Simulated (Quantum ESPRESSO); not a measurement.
# Gap and tunnelling decay at a withheld lattice constant: CsPbBr3, cubic perovskite type

How the rows were computed: Quantum ESPRESSO 7.5 (pw.x, pwcond.x with ikind = 0), PBE, GBRV ultrasoft, cubic crystals. κ is the slowest decay along [001] at mid-gap among three points across the current.

| a (Å) | gap on the mesh (eV) | κ (1/Å) |
| --- | --- | --- |
| 5.728 | 1.197 | 0.077 |
| 5.911 | 1.618 | 0.102 |
| 6.093 | 1.923 | 0.121 |
| 6.459 | 2.248 | 0.146 |

**Question.** What are gap and κ at a = 6.276 Å?

**Worked estimate.** A line through the rows at 6.093 and 6.459 Å gives a gap of 1.923 + 0.500 × (2.248 − 1.923) = 2.09 eV and κ = 0.134 1/Å. The two-band model κ = 0.5123 √(m* E_g/4) needs m* = 0.116 at 6.093 Å; with that mass and the new gap, κ = 0.126 1/Å.

**Check.** The gap is 2.130 eV and κ = 0.135 1/Å. The line misses the gap by −0.044 eV and κ by −1.1 %; the two-band estimate misses κ by −6.7 %.

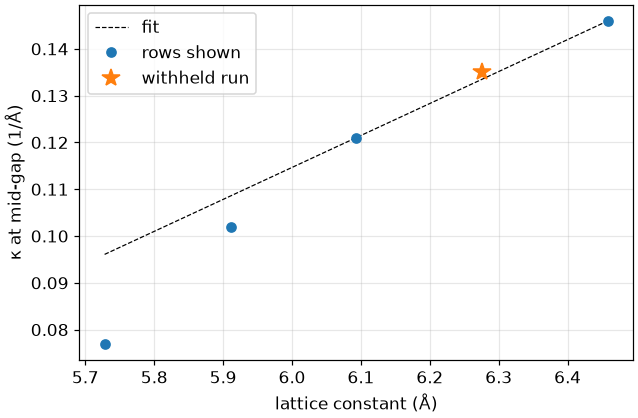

The rows shown, the fit and the withheld run.

**Limits.** The structure type is imposed. Local and semilocal gaps and decay constants are too small; no spin-orbit coupling. For an indirect gap m* is a fitting number alone.
